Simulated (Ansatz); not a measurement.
# SiC: response to strain

Take SiC in the wurtzite structure (space group P6_3mc, No. 186; a = 3.076 Å, c = 5.048 Å) as the base. Axes: x lies along a and z along c of the hexagonal cell.

Strains are applied to the cell and any free atomic positions relax; under biaxial strain the out-of-plane vector relaxes too.

Level of theory: Ansatz (a program for electronic structure), PBEsol, PAW, cutoff 420 eV, no spin-orbit coupling.

Notes on the quantities. pressure: mean of the normal stresses, compression positive.

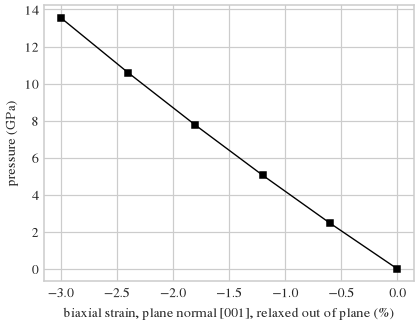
Pressure against biaxial strain, plane normal [001], relaxed out of plane

| biaxial strain, plane normal [001], relaxed out of plane (%) | pressure |
|---|---|
| -3 | 13.56 GPa |
| -2.4 | 10.60 GPa |
| -1.8 | 7.76 GPa |
| -1.2 | 5.05 GPa |
| -0.6 | 2.46 GPa |

Stability against distortions was not tested.
